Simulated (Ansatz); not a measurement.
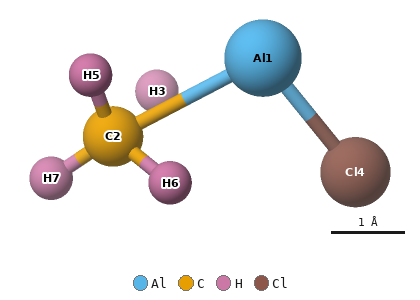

**Figure 1.** The structure (ball-and-stick view, seen on its broad side; atoms are numbered from 1 in the order of the input). Sticks mark near contacts.

# What a change does: single-point calculation on CH4AlCl

System: CH4AlCl.
Method of the first run: RHF-CCSD(T), frozen core/def2-TZVPP (Ansatz 0.2.0).

The geometry: displaced from a GFN2-xTB structure. Text and figures count atoms from 1; the logs count them from 0 in places.

Input, the first run:
```yaml
crystal:
  periodic: [false, false, false]
  atoms:
    - {symbol: Al, position_ang: [0.243000, -1.596300, 0.102900]}
    - {symbol: C, position_ang: [0.095900, 0.695600, -0.409300]}
    - {symbol: H, position_ang: [-0.950100, -0.152600, -0.688900]}
    - {symbol: Cl, position_ang: [-0.576100, -1.574300, 2.020700]}
    - {symbol: H, position_ang: [0.821900, 0.388300, -1.148500]}
    - {symbol: H, position_ang: [0.416900, 0.486000, 0.655900]}
    - {symbol: H, position_ang: [-0.098900, 1.726800, -0.541600]}
basis:
  gaussian: {orbitals: def2-TZVPP}
correlation: {method: ccsd_t}
output: {forces: true}
```

Hardware: 4 CPU threads, shared host.

Output (the first run):
```
Functional definition: HF
  exchange = exact_x
  correlation = 0
992 factors; integrals over basis functions are off by at most 1.3e-3 eV
mean field evaluation 1: about -20178.8261 eV, gradient 2.3e1 eV
mean field evaluation 2: about -20178.9420 eV, gradient 2.3e1 eV
mean field evaluation 4: about -20180.8390 eV, gradient 2.5e0 eV
mean field evaluation 8: about -20180.8880 eV, gradient 2.5e-1 eV
mean field evaluation 16: about -20180.8887 eV, gradient 1.7e-6 eV
mean field -20180.88868179 eV, -741.6339799580 hartree, gradient 1.7e-6 eV, S^2 0.000000; 0 other end points of the search recorded, 0 dependent functions left out; unrestricted orbitals would lower it
11 core orbitals not correlated: weight in the atoms' cores, before any rotation towards them, 1.000 or more for the frozen orbitals, at most 0.000 for the correlated occupied ones
reference -20180.88868179 eV, -741.6339799580 hartree; 9, 9 occupied and 151, 151 virtual orbitals, 992 factors
too little memory for Intel AMX tiles; the run may be slower
second order -12.42857042 eV of doubles, -0.00000000 eV of singles
cycle   1  -13.21926595 eV  change   -7.9e-1 eV  update   8.5e-2
cycle   2  -13.58764134 eV  change   -3.7e-1 eV  update   2.9e-2
cycle   3  -13.64621657 eV  change   -5.9e-2 eV  update   1.4e-2
cycle   4  -13.63755766 eV  change    8.7e-3 eV  update   4.3e-3
cycle   5  -13.63621973 eV  change    1.3e-3 eV  update   1.8e-3
cycle   6  -13.63644027 eV  change   -2.2e-4 eV  update   7.6e-4
cycle   7  -13.63634904 eV  change    9.1e-5 eV  update   3.1e-4
cycle   8  -13.63638371 eV  change   -3.5e-5 eV  update   1.4e-4
cycle   9  -13.63639825 eV  change   -1.5e-5 eV  update   5.3e-5
cycle  10  -13.63636979 eV  change    2.8e-5 eV  update   2.1e-5
cycle  11  -13.63637926 eV  change   -9.5e-6 eV  update   8.5e-6
cycle  12  -13.63638329 eV  change   -4.0e-6 eV  update   3.0e-6
perturbative correction -0.55965443 eV, -0.0205669210 hartree
the calculation of the forces begins
Total energy: -20195.08471951 eV, -742.1556747218 hartree
Atom 0 at     0.243000    -1.596300     0.102900 Å, force     0.866716    -1.910974    -0.948969 eV/Å
Atom 1 at     0.095900     0.695600    -0.409300 Å, force    -2.080693    -2.718807     0.018211 eV/Å
Atom 2 at    -0.950100    -0.152600    -0.688900 Å, force     2.615008     3.030687     0.752977 eV/Å
Atom 3 at    -0.576100    -1.574300     2.020700 Å, force    -0.588137     0.144661     1.301350 eV/Å
Atom 4 at     0.821900     0.388300    -1.148500 Å, force     0.305524    -0.078169    -0.052856 eV/Å
Atom 5 at     0.416900     0.486000     0.655900 Å, force    -0.336333     0.396236    -1.096393 eV/Å
Atom 6 at    -0.098900     1.726800    -0.541600 Å, force    -0.782084     1.136366     0.025680 eV/Å
Dipole moment:     0.029550     0.655931    -0.350555 e Å
```

The input of the second run differs as follows (lines with − go, lines with + come):
```diff
-correlation: {method: ccsd_t}
-output: {forces: true}
+hamiltonian: {xc: pbe0, dispersion: d4}
+output: {forces: true, orbitals: {seedname: orbitals}}
```

What does this change do to the results?

The total energies belong to different models, so their difference says nothing on which is more stable or more accurate. The dipole moment goes from 3.58 to 3.51 D.

Output (the second run):
```
Functional definition: PBE0
  parameter a = 0.25
  parameter kappa = 0.804
  parameter beta = 0.06672455060314922
  exchange = (1 - a)*pbe_x(kappa = kappa, mu = beta*pi^2/3) + a*exact_x
  correlation = pbe_c(beta = beta)
1041 factors; their error is unknown
mean field evaluation 1: about -20209.0516 eV, gradient 4.5e1 eV
mean field evaluation 2: about -20206.4384 eV, gradient 5.2e1 eV
mean field evaluation 4: about -20214.0526 eV, gradient 2.4e0 eV
mean field evaluation 8: about -20214.0639 eV, gradient 1.1e-1 eV
mean field evaluation 16: about -20214.0991 eV, gradient 5.2e-4 eV
mean field -20214.09907882 eV, -742.8544395382 hartree, gradient 2.5e-5 eV, S^2 0.000000; 0 other end points of the search recorded, 0 dependent functions left out
the calculation of the forces begins
reference -20214.09910637 eV, -742.8544405506 hartree; 20, 20 occupied and 151, 151 virtual orbitals, 1041 factors
Total energy: -20214.20981149 eV, -742.8585088888 hartree
Atom 0 at     0.243000    -1.596300     0.102900 Å, force     0.802767    -1.758289    -0.950273 eV/Å
Atom 1 at     0.095900     0.695600    -0.409300 Å, force    -2.132741    -2.884149     0.021182 eV/Å
Atom 2 at    -0.950100    -0.152600    -0.688900 Å, force     2.683265     2.984350     0.773854 eV/Å
Atom 3 at    -0.576100    -1.574300     2.020700 Å, force    -0.557118     0.145326     1.258647 eV/Å
Atom 4 at     0.821900     0.388300    -1.148500 Å, force     0.299297    -0.072664    -0.069681 eV/Å
Atom 5 at     0.416900     0.486000     0.655900 Å, force    -0.349925     0.389473    -1.054560 eV/Å
Atom 6 at    -0.098900     1.726800    -0.541600 Å, force    -0.745545     1.195955     0.020832 eV/Å
Dipole moment:     0.035136     0.640827    -0.349822 e Å
```

The two runs side by side:

```csv
quantity,the first run,the second run
outcome,converged,converged
total energy (hartree),−742.155675,−742.858509
dipole moment (D),3.58,3.51
largest force (eV/Å),4.073,4.087
basis functions,171,171
HOMO (eV),–,−5.73
LUMO (eV),–,−1.40
wall time (shared host),35 s,1 s
```
